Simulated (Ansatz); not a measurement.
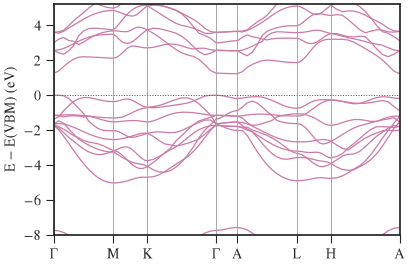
Fig. 1. Band structure from DFT-r²SCAN in the program Ansatz with PAW potentials

**Question.** Read off the gap and where the band edges lie.

**Answer.** About 1.2 eV (1.23 eV by a search for the band edges); maximum on the K–Γ line, 94 % of the way from K, minimum at A.

The material is Bi2S3 (La2O3 or Ni2Al3 type, P-3m1).

A made-up cell: these elements were put on the sites of a structure type; neither database checked (COD, Materials Project) lists it. COD files the formula under space group No. 62. Whether it is the stable phase at ambient conditions was not checked. The cell was relaxed with r²SCAN under the symmetry of its start; its stability against distortions is not shown here. Scalar-relativistic: spin–orbit coupling is off unless named, which matters more the heavier the elements.

Potentials: the earlier of the program's two PAW sets. The files were generated under PBE; for other functionals the program regenerates the frozen cores, and for LDA and PBEsol the local potential too.
